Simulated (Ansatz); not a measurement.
BCl$_{2}$NO (SMILES O=NB(Cl)Cl)

```xyz
5

B    -2.8407    0.2484    1.2229
Cl   -2.0929    1.3022    2.4167
Cl   -2.9934   -1.4958    1.3923
N    -3.0907    0.7960   -0.0521
O    -3.8946    1.3170   -0.7690
```

Geometry: B3LYP/6-31G*.

All numbers below come from Ansatz 0.2.0, isolated molecule in a Gaussian basis; Kohn-Sham density functional theory, functional PBE0.

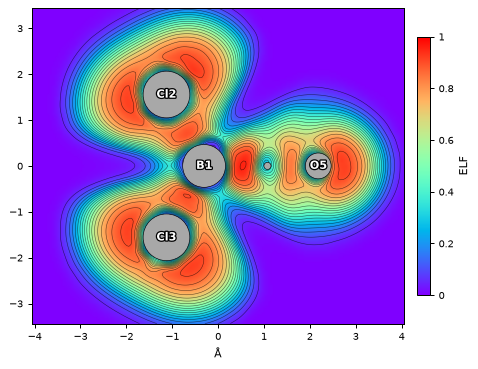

Figure 1. ELF on the plane of atoms Cl2, B1 and Cl3. Grey discs cover the atomic cores.

> What does the map show?

The plane passes through B, Cl and O nuclei.
B–Cl (1.76 Å): the ELF peaks at about 0.90 between the atoms (a shared but strongly polarised pair).
The ELF also peaks beside Cl3, O5 and Cl2, away from the bonds: lone-pair regions.

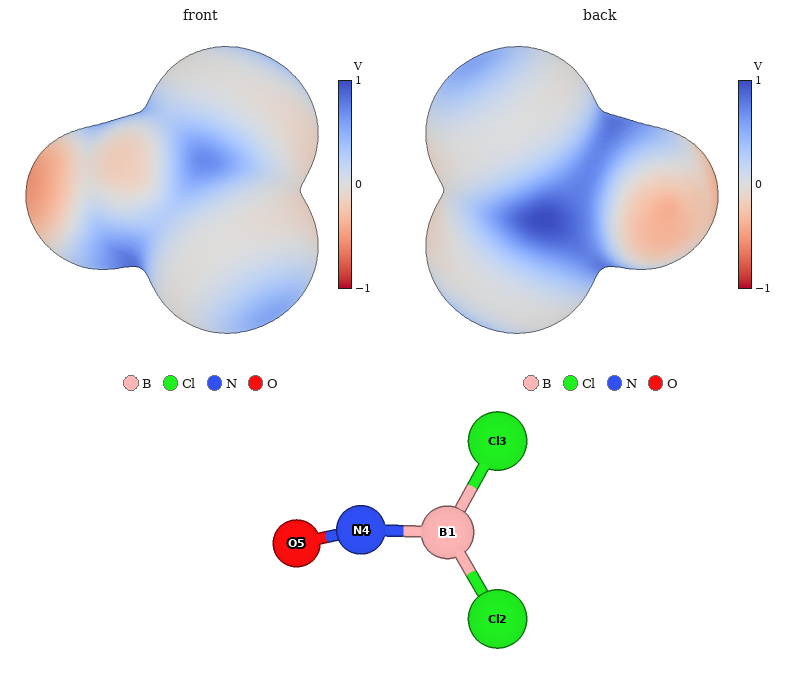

Figure 2. The molecular electrostatic potential painted on the density surface at 0.001 e/bohr³, seen from the front and from behind; the colour scale runs from red (negative) to blue (positive). The bare structure is drawn below in the same view.

> Describe the electrostatic potential map.

The most negative region (about −0.5 V) lies over O5, the most positive (about +0.9 V) over B1. Cl2 shows a σ-hole: about +0.5 V at the tip opposite its bond, against about 0.0 V on its flanks. Cl3 shows a σ-hole: about +0.5 V at the tip opposite its bond, against about 0.0 V on its flanks.

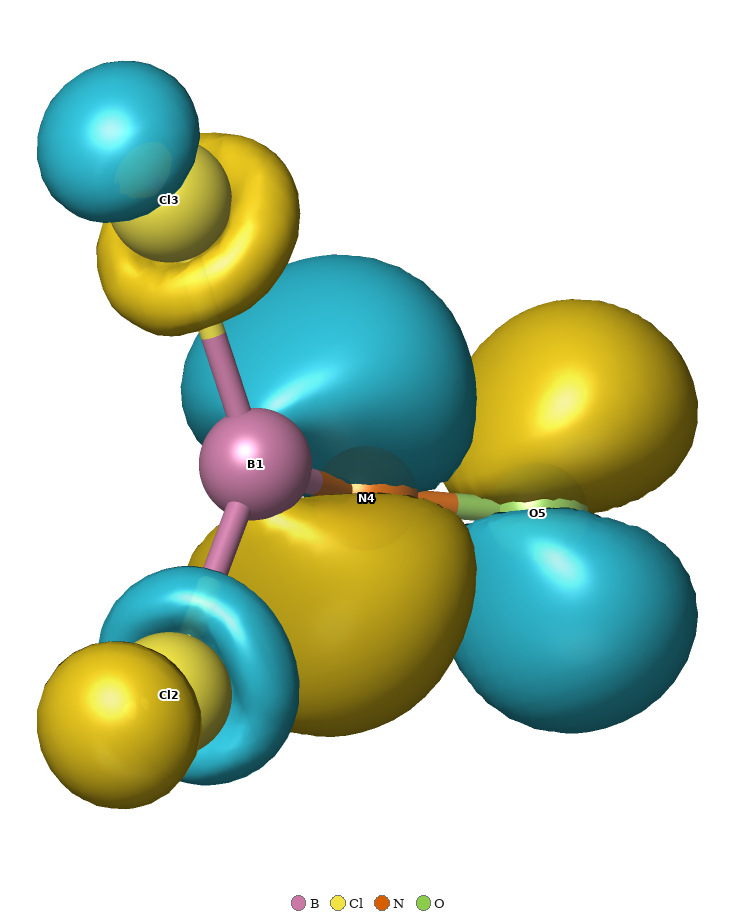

Figure 3. The LUMO at ±0.1 Å⁻³ᐟ² (yellow and cyan are the two phases), seen at an oblique angle.

> Describe this orbital and give its energy.

Its weight (Hirshfeld) is mainly on N4 (about 45 %), O5 (about 40 %) and B1 (about 5 %); π-antibonding (π*) across N4–O5. Its energy is −3.92 eV.

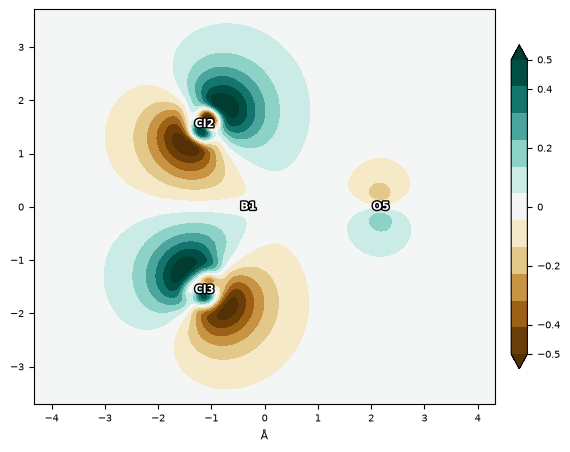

Figure 4. The HOMO−1 on the plane of atoms Cl2, B1 and Cl3 (values in Å⁻³ᐟ²; the overall sign is arbitrary).

> Where does this orbital lie, and at what energy?

Its weight (Hirshfeld) is mainly on Cl2 (about 45 %) and Cl3 (about 45 %); largely a combination of lone pairs on Cl2 and Cl3. Its energy is −9.67 eV.
